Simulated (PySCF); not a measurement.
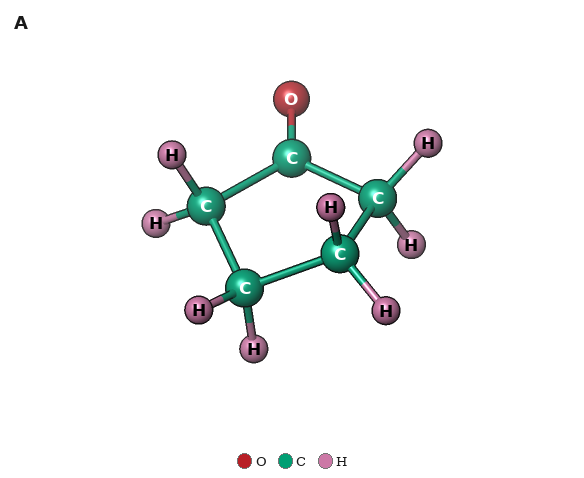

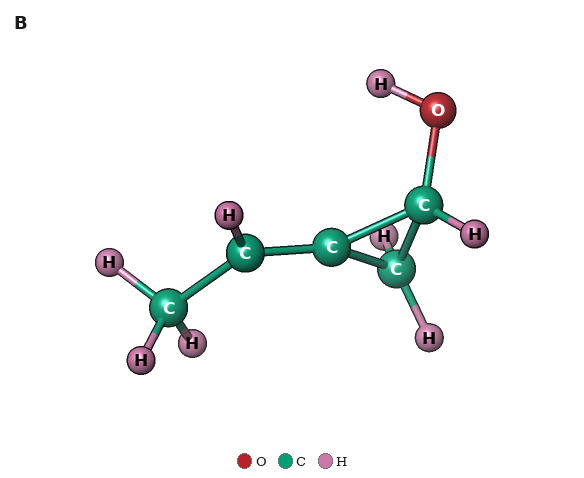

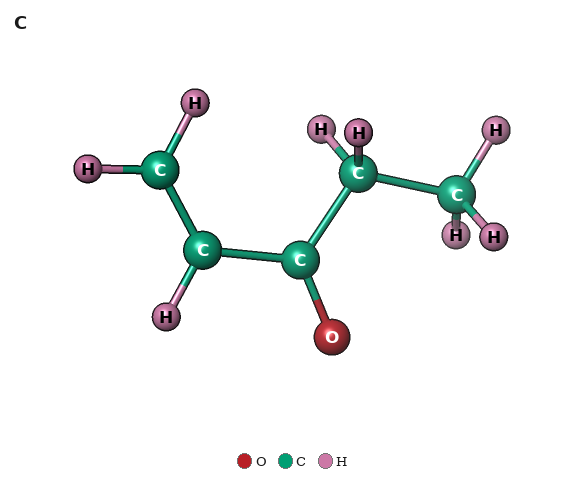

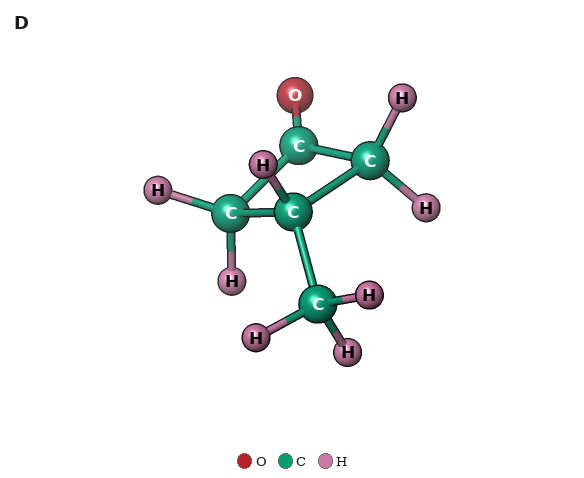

4 stationary structures of one formula. Geometries: PBE0-D3(BJ)/def2-SVP. Electronic energies: PBE0-D3(BJ)/def2-SVP (PySCF 2.14.0), without zero-point energy. No frequency run is at hand to confirm each as a minimum. Each is one conformer, not always the lowest.

Question: How are they related?

Answer: They are constitutional isomers of C5H8O: A `O=C1CCCC1`, B `C/C=C1\C[C@H]1O`, C `C=CC(=O)CC`, D `CC1CC(=O)C1`.

Question: Which is lowest in energy, and by how much?

Answer: A is lowest; D lies 77.3 kJ/mol above it, C lies 88.1 kJ/mol above it, B lies 217.0 kJ/mol above it.
